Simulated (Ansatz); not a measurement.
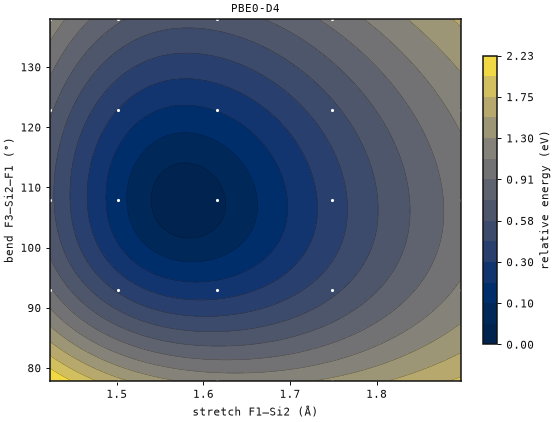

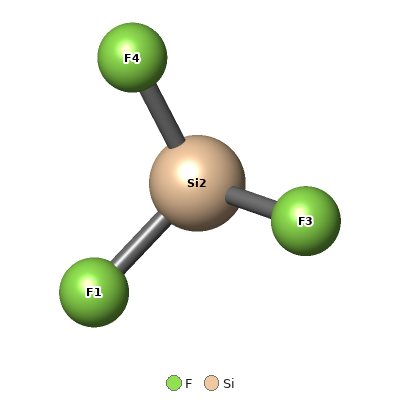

Energy landscape of SiF₃, SMILES F[Si](F)F, doublet over the stretch F1–Si2 and the bend F3–Si2–F1. Method named on the plot, def2-TZVPP, the Ansatz code 0.2.0, cores frozen in correlated methods. A stretch and then a bend are set rigidly from the minimum (PBE0-D4/def2-TZVP); energies less that of the minimum; in a bend the first-named atom and what hangs on it turn. The map is drawn from 5 × 5 computed points, interpolated. Dots mark the computed points.

**Which computed point is the lowest, and which the highest?**

Lowest at 1.62 Å and 108° (0.02 eV), highest at 1.42 Å and 78° (2.23 eV).

**How does the best value of the first coordinate follow the second?**

It shrinks from 1.643 to 1.582 Å as the second goes from 78 to 138° (from a spline through the points).
